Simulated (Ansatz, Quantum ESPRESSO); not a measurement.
# From contact to tunnelling: vacuum gaps between two Li(110) faces, part 3 of 5

Wanted: T at the Fermi level along a series, and its decay constant, for vacuum gaps between two Li(110) faces.

Quantum ESPRESSO 7.5; plane-wave DFT, PBE, GBRV ultrasoft pseudopotentials; cross-check by Ansatz 0.2.0 with PAW datasets.

So far. Step 2 (Ground state, 5 Å): The run needed 38 iterations to bring the estimated error under 1e-07 Ry; the largest force on any atom, held or free, is 0.08 eV/Å.

### 4. Cross-check with Ansatz, 5 Å

As a check, the same structure is run in Ansatz.

Level of this step: plane-wave DFT, PBE, Ansatz PAW (Ansatz 0.2.0).

input.yaml reads:

```yaml
crystal:
  lattice:
    - [3.44, 0.0, 0.0]
    - [1.72, 2.4324473273, 0.0]
    - [0.0, 0.0, 31.7569206001]
  atoms:
    - { symbol: Li, position: [0.0, 0.0, 0.0] }
    - { symbol: Li, position: [0.5, 0.0, 0.0765958185] }
    - { symbol: Li, position: [0.0, 0.0, 0.1531916371] }
    - { symbol: Li, position: [0.5, 0.0, 0.2297874556] }
    - { symbol: Li, position: [0.0, 0.0, 0.3063832741] }
    - { symbol: Li, position: [0.5, 0.0, 0.3829790926] }
    - { symbol: Li, position: [0.0, 0.0, 0.5404250888] }
    - { symbol: Li, position: [0.5, 0.0, 0.6170209074] }
    - { symbol: Li, position: [0.0, 0.0, 0.6936167259] }
    - { symbol: Li, position: [0.5, 0.0, 0.7702125444] }
    - { symbol: Li, position: [0.0, 0.0, 0.8468083629] }
    - { symbol: Li, position: [0.5, 0.0, 0.9234041815] }
kpoints:
  mp_grid: { grid: [8, 10, 1] }
hamiltonian:
  xc: pbe
scf:
  occupations: { method: fermi_dirac, width: 0.1 }
  convergence: { dr2_threshold: 1.0e-08 }
output:
  transmission: { leads: [[0, 2]], e_range: [-0.4, 0.4], de: 0.4, kmesh: [8, 8] }
  write_potential: true
  write_density: true
  volumetric_format: npy
  elf: true
```

Command:

```
$ ansatz run input.yaml --threads 2 --pin off --max-ram 4096MiB --backend cpu --events-out ev --progress --plain --runs-dir out
```

Numbers of over 12 decimals in the logs are rounded to 6 here.

Log:

```text
Warning: crystal.symmetry: narrowed to the stabiliser of the k-point mesh — unitary ops 8 → 4; excluded 4 operations that carry a point of the 8×10×1 mesh (shift [0, 0, 0]) off the mesh (the run samples exactly the mesh kpoints.mp_grid names, as under crystal.symmetry.detect: false, and its converged state has the mesh's symmetry, not the crystal's; ε∞, the Born charges and the force constants of a linear response (`dielectric:` by the response, `phonons.method: dfpt`) are averaged over those of the crystal's operations that the state keeps within a tolerance, where `mesh_tensors`, `unaveraged_element` or `gamma_mean_max_change_ev_ang2` stands beside them; [rest of the remark cut]
Engine: ansatz 0.2.0, aarch64-unknown-linux-gnu
Pseudopotentials: kind: paw
Pseudopotential: Li, paw, valence charge 3, recommended cutoff 420 eV (normal), Li.paw.azcp
Functional definition: PBE
  parameter kappa = 0.804
  parameter beta = 0.066725
  exchange = pbe_x(kappa = kappa, mu = beta*pi^2/3)
  correlation = pbe_c(beta = beta)
Crystal: 12 atoms, lattice volume = 265.730 Å³
Basis set: ecut = 420 eV, 5111 PW (Γ)
Bands: 30, of which v1, the nominal top of the filled ones, is band 18 counted from 1 (17 counted from 0)
Symmetry: 4 space group operations
k-points: 42 of 80
Non-local potential: Li, projectors of the file, l = 0: 3, l = 1: 2, l = 2: 1
PAW form: soft (Blöchl's): semilocal exchange-correlation on the pseudo side does not see the compensation charge
PAW one-centre angular grid: Li, 110 points (default); XC on 64 Gauss nodes
Initial density: superposition of atomic densities (neutral atoms: chi_scale 0, normalization atom), corrected by the library's trained network
Initial wavefunctions: pseudopotential atomic-orbital guess
Functional: x = pbe(κ = 0.804, μ = 0.219515), c = pbe(β = 0.066725)
SCF iter   1: F=—  HF=-2455.911645 eV  |F-HF|=—  |Δ(HF+E_count)|=         —  Δρ=9.84e-4  dr2=6.39e-2  ethr=1.77e-3  ⟨swp⟩=9.9  Hψ=7362  notcnv=0  defer=9
preconditioner: auto → LDOS  [metal: Δε(μ)=0.024 eV  Ē_g=3.927 eV  σ=0.100 eV  W_gap=0.06  n_scr=18 (ndim 8)  ℏωp=7.9 eV  f_vac=0.024  D(μ)=5.72/eV (n_scr^D=18)  β→1.0]
SCF iter   2: F=—  HF=-2455.908627 eV  |F-HF|=—  |Δ(HF+E_count)|=   3.02e-3  Δρ=5.00e-4  dr2=4.21e-3  ethr=1.77e-4  ⟨swp⟩=1.2  Hψ=1603  notcnv=0  defer=18
preconditioner: auto → Kerker (q_TF=auto, 1.955 Å⁻¹)  [metal: Δε(μ)=0.038 eV  Ē_g=3.933 eV  σ=0.100 eV  W_gap=0.09  n_scr=18 (ndim 8)  ℏωp=7.9 eV  f_vac=0.000  D(μ)=5.71/eV (n_scr^D=18)  β→0.5]
SCF iter   3: F=—  HF=-2455.909015 eV  |F-HF|=—  |Δ(HF+E_count)|=   3.88e-4  Δρ=2.62e-4  dr2=8.06e-4  ethr=1.17e-5  ⟨swp⟩=1.1  Hψ=1209  notcnv=0  defer=18
SCF iter   4: F=—  HF=-2455.909288 eV  |F-HF|=—  |Δ(HF+E_count)|=   2.74e-4  Δρ=6.60e-5  dr2=4.86e-5  ethr=2.24e-6  ⟨swp⟩=1.8  Hψ=1368  notcnv=0  defer=18
SCF iter   5: F=—  HF=-2455.909299 eV  |F-HF|=—  |Δ(HF+E_count)|=   1.08e-5  Δρ=2.61e-5  dr2=4.62e-6  ethr=1.35e-7  ⟨swp⟩=1.3  Hψ=1257  notcnv=0  defer=18
SCF iter   6: F=—  HF=-2455.909306 eV  |F-HF|=—  |Δ(HF+E_count)|=   6.57e-6  Δρ=3.24e-6  dr2=4.44e-8  ethr=1.28e-8  ⟨swp⟩=1.8  Hψ=1477  notcnv=0  defer=18
SCF iter   7: F=-2455.909306 eV  HF=-2455.909306 eV  |F-HF|=2.94e-9  |Δ(HF+E_count)|=   6.96e-8  Δρ=1.08e-6  dr2=9.42e-9  ethr=2.78e-11  ⟨swp⟩=8.9  Hψ=3969  notcnv=0
SCF 1 converged in 7 iterations: F = -2455.909306 eV  dr2 = 9.42e-9
  greatest PAW one-centre occupation: 1.000 electrons in one spin orbital (limit 2), on the Li atom at site 6 (counted from 0), in its partial waves of l = 0
transmission: 136 of 1360 steps passed
transmission: 272 of 1360 steps passed
[...]
transmission: 1360 of 1360 steps passed
SCF converged after 7 iterations
Free energy (F): -2455.909306 eV
Harris-Foulkes:  -2455.909306 eV  (|F-HF|=2.94e-9)
Internal energy: -2455.720152 eV  (E = F + TS)
E sigma→0 (E₀):  -2455.814729 eV
Entropy (-TS):   -0.189153 eV (-15.763 meV/atom)
Fermi energy:    0.731948 eV
--- Per-component energies (eV) ---
  E_band       = -1108.283974
  E_kinetic    = 253.455021
  E_local      = -2098.474334  (includes V_loc(G=0)·N_el)
  E_nonlocal   = -399.024117
  E_hartree    = 720.933830
  E_xc         = -120.047078
  E_vxc        = -154.511545  (∫ρ·V_xc dr)
  E_paw        = -252.095424  (= ΣΔE_a)
  E_vpaw       = -151.595412  (= ΣTr[D̂ρ^β])
  E_aug_tail   = 0.000091  (compensation charges beyond the density's cutoff)
  E_ewald      = -560.468142
  E_smearing   = -0.189153  (= −TS)
  E_closure    = -0.000000  (closes the sum)
  Σ components = -2455.909306   (vs F -2455.909306, Δ=0.00e0)
--- Band table (eV; the first three rows and the last of 42) ---
  k-point 0: bands = [... 14 lower, -2.6044, -2.3838, -2.1609, -1.7864, -1.4898, -0.9377, -0.6464, 0.1125, ... 8 higher]
  k-point 1: bands = [... 14 lower, -2.4134, -2.1920, -1.9670, -1.5914, -1.2903, -0.7370, -0.4360, 0.3259, ... 8 higher]
  k-point 2: bands = [... 14 lower, -1.8399, -1.6161, -1.3847, -1.0062, -0.6927, -0.1361, 0.1919, 0.9600, ... 8 higher]
  k-point 41: bands = [... 14 lower, 0.7442, 0.7442, 0.8028, 0.8028, 0.8775, 0.8775, 0.9391, 0.9391, ... 8 higher]
--- Transmission ---
  basis      : 69 plane waves across, 40 finite elements along
  points     : 34, standing for a mesh of 8 x 8
  energies   : 3 from -0.400000 to 0.400000 eV about the Fermi level, 0.400000 eV apart; the leads are filled to 0.000000 eV, and channels, transmission and decay are at 0.000000 eV
  crystal 0  : Li2, at the sites [0, 2], period 4.8649 Å, over 29.19 Å; its Hamiltonian steps by up to 6.5 meV
    offset         : up to 0.0000 Å between an atom of the period and one for which it stands
    channels       : 9.218750e-1 a spin
    conductance    : none, the energies end too early or step too widely for 300 K: set another output.transmission.e_range or a lower de, or, where they end at an eighth of basis.ecutwfc, a higher one
    slowest decay  : 0.2503 /Å at (0.0000, 0.5000)
  junction   : crystal 0 to crystal 0, -0.52 to 26.37 Å
    transmission   : 2.334821e-1 a spin
    conductance    : none, the energies end too early or step too widely for 300 K: set another output.transmission.e_range or a lower de, or, where they end at an eighth of basis.ecutwfc, a higher one
```

Elapsed: 51 s, on 2 threads of Arm Neoverse N1, shared host; peak memory 0.58 GiB; 98 s of CPU time.

Read from the output:

```
free energy                                  : -2455.9093 eV
energy at zero smearing                      : -2455.8147 eV
smearing term TS                             : 0.1892 eV
Fermi energy                                 : 0.7319 eV
symmetry operations                          : 4
transmission at the Fermi level, one spin    : 0.2335
step of the lead's Hamiltonian over a period : 6.5 meV
```

Per spin; mean over the k mesh across the current. Transmission, zone mean against energy, zero at the Fermi level:

| energy (eV) | transmission, zone mean |
| --- | --- |
| -0.400 | 0.167 |
| 0.000 | 0.233 |
| 0.400 | 0.255 |

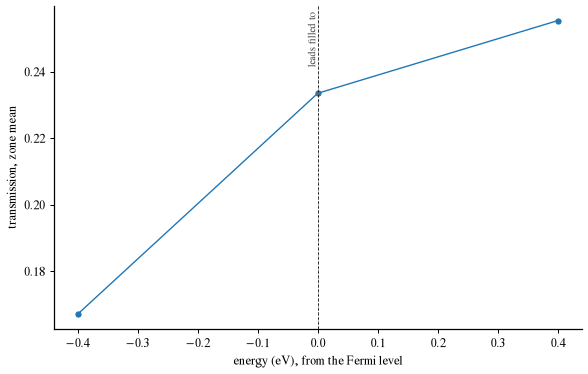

Transmission, zone mean, plotted against energy.

Per spin; mean over the k mesh across the current. Open channels, zone mean against energy, zero at the Fermi level:

| energy (eV) | open channels, zone mean |
| --- | --- |
| -0.400 | 0.672 |
| 0.000 | 0.922 |
| 0.400 | 0.922 |

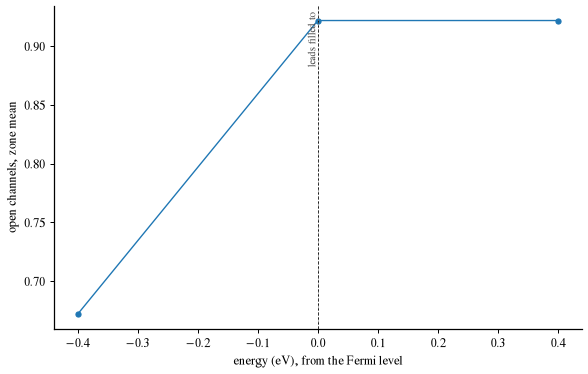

Open channels, zone mean against energy.

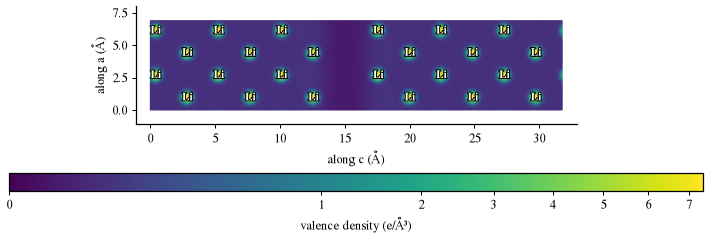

Valence density in the ca plane at fractional y = 0.000, with atoms of Li within 0.2 Å of it. It is the smooth field of the valence electrons, not physical close to the nuclei. The map starts off the cell's origin, so that atoms lie inside it. The colour scale is stretched toward low values.

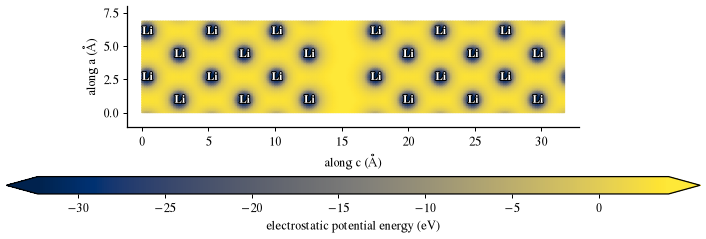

Electrostatic potential energy in the ca plane at fractional y = 0.000, with atoms of Li within 0.2 Å of it. With pseudopotentials it is smooth inside the atoms' cores, unlike the true potential. The map starts off the cell's origin, so that atoms lie inside it.

Ansatz finds T = 0.233 against pwcond's 0.260.

### 5. SCF with pw.x, 6 Å

Level of this step: plane-wave DFT, PBE, GBRV ultrasoft pseudopotentials (Quantum ESPRESSO 7.5).

j1.scf.in reads:

```
&control
  prefix = 'j1.scf'
  outdir = './out'
  pseudo_dir = './pseudo'
  calculation = 'scf'
  tprnfor = .true.
/
&system
  ibrav = 0
  nat = 12
  ntyp = 1
  ecutwfc = 40
  ecutrho = 200
  occupations = 'smearing'
  smearing = 'mv'
  degauss = 0.01
/
&electrons
  conv_thr = 1e-07
  mixing_beta = 0.25
  electron_maxstep = 120
  mixing_mode = 'local-TF'
/
ATOMIC_SPECIES
  Li  6.9400  li_pbe_v1.4.uspp.F.UPF
CELL_PARAMETERS angstrom
  3.44000000000000 0.00000000000000 0.00000000000000
  1.72000000000000 2.43244732728172 0.00000000000000
  0.00000000000000 0.00000000000000 32.75692060009896
ATOMIC_POSITIONS crystal
  Li  0.000000000000 0.000000000000 0.000000000000
  Li  0.500000000000 0.000000000000 0.074257509031
  Li  0.000000000000 0.000000000000 0.148515018062
  Li  0.500000000000 0.000000000000 0.222772527092
  Li  0.000000000000 0.000000000000 0.297030036123
  Li  0.500000000000 0.000000000000 0.371287545154
  Li  0.000000000000 0.000000000000 0.554454945815
  Li  0.500000000000 0.000000000000 0.628712454846
  Li  0.000000000000 0.000000000000 0.702969963877
  Li  0.500000000000 0.000000000000 0.777227472908
  Li  0.000000000000 0.000000000000 0.851484981938
  Li  0.500000000000 0.000000000000 0.925742490969
K_POINTS automatic
  8 10 1 0 0 0
```

Command:

```
$ OMP_NUM_THREADS=1 mpirun -n 2 pw.x -nk 2 -in j1.scf.in > j1.scf.out
```

Log:

```text
[banner, memory and clock lines left out]
Program PWSCF v.7.5 starts
[...]
Message from routine setup:
[...]
number of electrons       =        36.00
     number of Kohn-Sham states=           22
     kinetic-energy cutoff     =      40.0000  Ry
     charge density cutoff     =     200.0000  Ry
[...]
number of k points=    39  Marzari-Vanderbilt smearing, width (Ry)=  0.0100
[...]
Dense  grid:    88437 G-vectors     FFT dimensions: (  30,  25, 288)
[...]
Starting wfcs are   60 randomized atomic wfcs
[...]
estimated scf accuracy    <       2.36571081 Ry
[...]
estimated scf accuracy    <       1.59613699 Ry
[...]
estimated scf accuracy    <       0.09154763 Ry
[...]
estimated scf accuracy    <       0.48639912 Ry
[...]
estimated scf accuracy    <       0.59077383 Ry
[...]
estimated scf accuracy    <       0.34062142 Ry
[...]
estimated scf accuracy    <       0.17687148 Ry
[...]
estimated scf accuracy    <       0.16586032 Ry
[...]
estimated scf accuracy    <       0.00284595 Ry
[...]
estimated scf accuracy    <       0.00346132 Ry
[...]
estimated scf accuracy    <       0.00354215 Ry
[...]
estimated scf accuracy    <       0.00145734 Ry
[...]
estimated scf accuracy    <       0.00029347 Ry
[...]
estimated scf accuracy    <       0.00019227 Ry
[...]
estimated scf accuracy    <       0.00032176 Ry
[...]
estimated scf accuracy    <       0.00023438 Ry
[...]
estimated scf accuracy    <       0.00001785 Ry
[...]
estimated scf accuracy    <       0.00016667 Ry
[...]
estimated scf accuracy    <       0.00000992 Ry
[...]
estimated scf accuracy    <       0.00000219 Ry
[...]
estimated scf accuracy    <       0.00000286 Ry
[...]
estimated scf accuracy    <       0.00000022 Ry
[...]
estimated scf accuracy    <       0.00000025 Ry
[...]
estimated scf accuracy    <       0.00000021 Ry
[...]
the Fermi energy is     0.6213 ev
!    total energy              =    -173.62595708 Ry
     estimated scf accuracy    <       0.00000006 Ry
     smearing contrib. (-TS)   =      -0.00034501 Ry
     internal energy E=F+TS    =    -173.62561207 Ry
[...]
one-electron contribution =    -186.12206571 Ry
     hartree contribution      =      78.14157888 Ry
     xc contribution           =     -40.47091641 Ry
     ewald contribution        =     -25.17420882 Ry
     convergence has been achieved in  25 iterations
[...]
Total force =     0.006883     Total SCF correction =     0.000213
[...]
```

It took 5.4 min on 2 MPI ranks; peak memory 0.38 GiB.

This step gave:

```
free energy  : -2362.3015 eV
Fermi energy : 0.6213 eV
```

### 6. Transmission with pwcond.x, 6 Å

j1.cond.in reads:

```
&inputcond
  outdir = './out'
  prefixt = 'j1.scf'
  tran_file = 'j1.cond.dat'
  bdl = 1.4142135610
  bds = 9.5223606395
  ikind = 1
  ewind = 4.0
  epsproj = 1e-05
  nz1 = 7
  energy0 = 0.4
  denergy = -0.4
/
21
  0.00000000 0.00000000 0.01562500
  0.00000000 0.12500000 0.03125000
  0.00000000 0.25000000 0.03125000
  0.00000000 0.37500000 0.03125000
  0.00000000 0.50000000 0.01562500
  0.12500000 0.00000000 0.06250000
  0.12500000 0.25000000 0.06250000
  0.12500000 0.37500000 0.06250000
  0.12500000 0.50000000 0.06250000
  0.25000000 0.00000000 0.06250000
  0.25000000 0.12500000 0.03125000
  0.25000000 0.37500000 0.06250000
  0.25000000 0.50000000 0.06250000
  0.25000000 0.62500000 0.03125000
  0.37500000 0.00000000 0.06250000
  0.37500000 0.12500000 0.06250000
  0.37500000 0.50000000 0.06250000
  0.37500000 0.62500000 0.06250000
  0.50000000 0.00000000 0.03125000
  0.50000000 0.12500000 0.06250000
  0.50000000 0.25000000 0.03125000
3
```

Command:

```
$ OMP_NUM_THREADS=1 mpirun -n 2 pwcond.x -in j1.cond.in > j1.cond.out
```

Log:

```text
[banner, memory and clock lines left out]
Program PWCOND v.7.5 starts
[citation notice left out]

[...]
./out/j1.scf.save/

     IMPORTANT: XC functional enforced from input :
     Exchange-correlation= PBE
                           (   1   4   3   4   0   0   0)
     Any further DFT definition will be discarded
     Please, verify this is what you really want

     Reading collected, re-writing distributed wavefunctions

===== INPUT FILE containing all the regions =====

     GEOMETRY:

     lattice parameter (alat)  =       6.5007  a.u.
[...]
---  E-Ef =   -0.4000000  k =    0.5000000   0.2500000
---  ie =          3  ik =         21
 Nchannels of the left tip =            1
 Right moving states:
   k1(2pi/a)   k2(2pi/a)   E-Ef (eV)
   0.4234121   0.0000094  -0.4000000
 Left moving states:
   k1(2pi/a)   k2(2pi/a)   E-Ef (eV)
  -0.4234121   0.0000094  -0.4000000

 to transmit
 Band j to band i transmissions and reflections:
    j         i     |T_ij|^2    |R_ij|^2

    1 -->     1     0.00528     0.99472
   Total T_j, R_j =    0.00528  0.99472

E-Ef(ev), T(x2 spins) =   -0.4000000   0.0105590
   T_tot     0.40000      0.31335E+00
   T_tot     0.00000      0.24926E+00
   T_tot    -0.40000      0.13047E+00

[...]
```

Run time: 83 s. Hardware: 2 MPI ranks; peak memory 0.12 GiB; 2.8 min of CPU time.

Read from the output:

```
transmission at the Fermi level, one spin : 0.1246
conductance                               : 0.1246 G₀
```

Per spin; mean over the k mesh across the current. Transmission, zone mean against energy, zero at the Fermi level:

| energy (eV) | transmission, zone mean |
| --- | --- |
| -0.400 | 0.0652 |
| 0.000 | 0.125 |
| 0.400 | 0.157 |

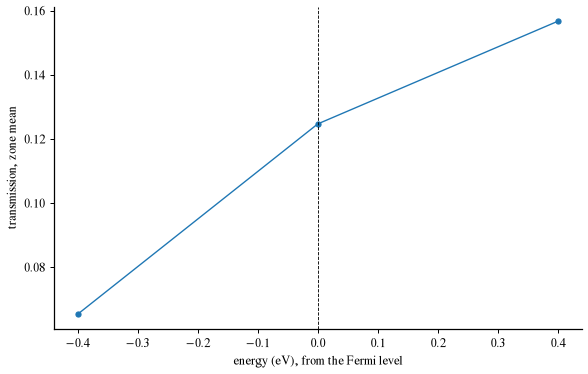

Transmission, zone mean against energy.

T goes from 0.260 to 0.125, a factor of 2.1.

### 7. Cross-check with Ansatz, 6 Å

Level of this step: plane-wave DFT, PBE, Ansatz PAW (Ansatz 0.2.0).

input.yaml, the sections that differ from step 4:

```yaml
crystal:
  lattice:
    - [3.44, 0.0, 0.0]
    - [1.72, 2.4324473273, 0.0]
    - [0.0, 0.0, 32.7569206001]
  atoms:
    - { symbol: Li, position: [0.0, 0.0, 0.0] }
    - { symbol: Li, position: [0.5, 0.0, 0.074257509] }
    - { symbol: Li, position: [0.0, 0.0, 0.1485150181] }
    - { symbol: Li, position: [0.5, 0.0, 0.2227725271] }
    - { symbol: Li, position: [0.0, 0.0, 0.2970300361] }
    - { symbol: Li, position: [0.5, 0.0, 0.3712875452] }
    - { symbol: Li, position: [0.0, 0.0, 0.5544549458] }
    - { symbol: Li, position: [0.5, 0.0, 0.6287124548] }
    - { symbol: Li, position: [0.0, 0.0, 0.7029699639] }
    - { symbol: Li, position: [0.5, 0.0, 0.7772274729] }
    - { symbol: Li, position: [0.0, 0.0, 0.8514849819] }
    - { symbol: Li, position: [0.5, 0.0, 0.925742491] }
# kpoints, hamiltonian, scf, output: as in step 4
```

Command:

```
$ ansatz run input.yaml --threads 2 --pin off --max-ram 4096MiB --backend cpu --events-out ev --progress --plain --runs-dir out
```

Log:

```text
[...]
Crystal: 12 atoms, lattice volume = 274.097 Å³
Basis set: ecut = 420 eV, 5277 PW (Γ)
Bands: 30, of which v1, the nominal top of the filled ones, is band 18 counted from 1 (17 counted from 0)
Symmetry: 4 space group operations
k-points: 42 of 80
[...]
k-point 41: bands = [... 14 lower, 0.6326, 0.6326, 0.6915, 0.6915, 0.7654, 0.7654, 0.8307, 0.8307, ... 8 higher]
--- Transmission ---
  basis      : 69 plane waves across, 41 finite elements along
  points     : 34, standing for a mesh of 8 x 8
[...]
channels       : 9.218750e-1 a spin
[...]
slowest decay  : 0.2519 /Å at (0.0000, 0.5000)
  junction   : crystal 0 to crystal 0, -0.52 to 27.37 Å
    transmission   : 1.041506e-1 a spin
[...]
[key lines of the parts left out:]
SCF converged after 7 iterations
Free energy (F): -2455.853498 eV
Fermi energy:    0.621859 eV
```

Elapsed: 56 s, on 2 threads; peak memory 0.61 GiB; 1.8 min of CPU time.

Read from the output:

```
free energy                                  : -2455.8535 eV
energy at zero smearing                      : -2455.7597 eV
smearing term TS                             : 0.1877 eV
Fermi energy                                 : 0.6219 eV
transmission at the Fermi level, one spin    : 0.1042
step of the lead's Hamiltonian over a period : 5.7 meV
```

Per spin; mean over the k mesh across the current. Table of transmission, zone mean by energy, zero at the Fermi level:

| energy (eV) | transmission, zone mean |
| --- | --- |
| -0.400 | 0.0499 |
| 0.000 | 0.104 |
| 0.400 | 0.151 |

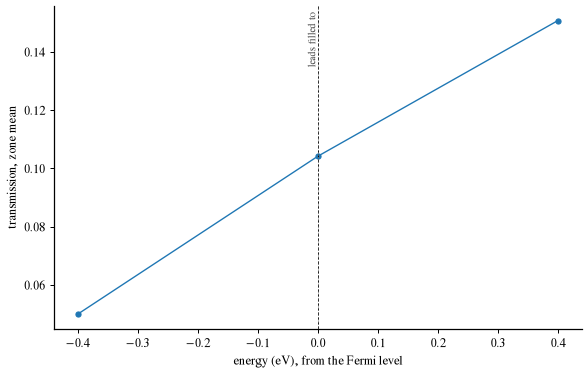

Transmission, zone mean against energy.

Ansatz finds T = 0.104 against pwcond's 0.125.

[end of part 3 of 5]

[Logs are printed without paths, hosts, clocks, repeated set-up lines and the standing remarks that a program may print on its own settings, such as how far it seeks lower states.]

[Hosts, paths, dates, database ids (printed as entryN), source tags and the programs' standing remarks are cut or masked in the printed files.]

[Maps of the electrostatic potential energy from Ansatz leave out the sawtooth potential of an applied field or a dipole correction, so their vacuum need not be flat; planar profiles and work functions include it.]
